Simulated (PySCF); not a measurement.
## Electronic structure of ReB (quintet) in real space

```yaml
atoms:
  - { symbol: Re, position_ang: [0.0000, 0.0000, -0.1011] }
  - { symbol: B, position_ang: [0.0000, 0.0000, 1.7169] }
```

⟨S²⟩ = 6.11, above the pure value of 6.00.

Method: PySCF, PBE0/x2c-TZVPPall, spin-free X2C-1e, Gaussian nucleus, at a bond length of 1.818 Å.

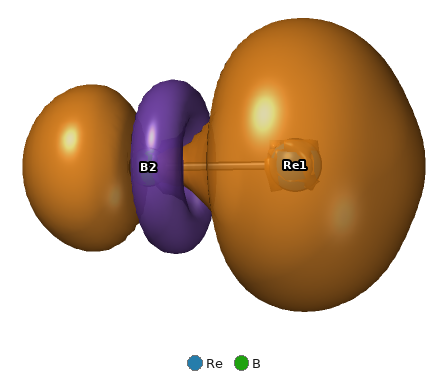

Figure 1. Isosurfaces of the spin density at +0.04 (orange) and −0.04 e/Å³ (purple), seen from one side.

Which atoms carry the spin?

The unpaired spin (4 electrons) lies mostly on Re1 (about 3.5) and B2 (about 0.5), in electrons by Hirshfeld's partition.

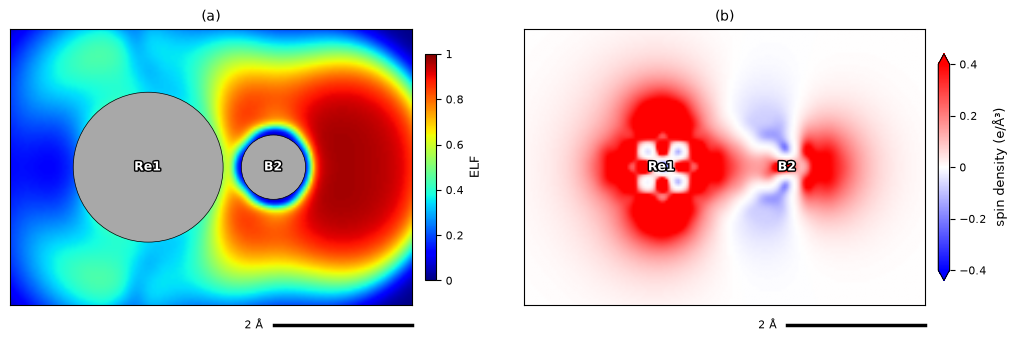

Figure 2. (a) ELF; (b) spin density (α minus β) on a plane that holds the molecular axis. Grey discs cover the atomic cores in the ELF map.

Describe what can be read from this map.

The section cuts through Re and B sites.
Re–B (1.82 Å): the ELF peaks at about 0.60 in the valence shell of B, 0.7 Å from its nucleus, and is about 0.30 at the midpoint.

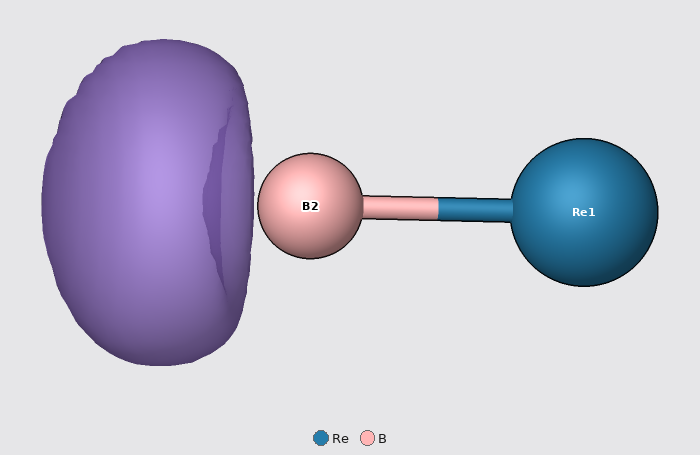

Figure 3. Isosurface of the ELF at 0.9 (purple), seen from one side. Only the valence region is drawn (cores and ρ < 0.01 e/Å³ removed).

What do the ELF domains correspond to?

The surface consists of one lobe on B, pointing away from the bonds (non-bonding electrons).
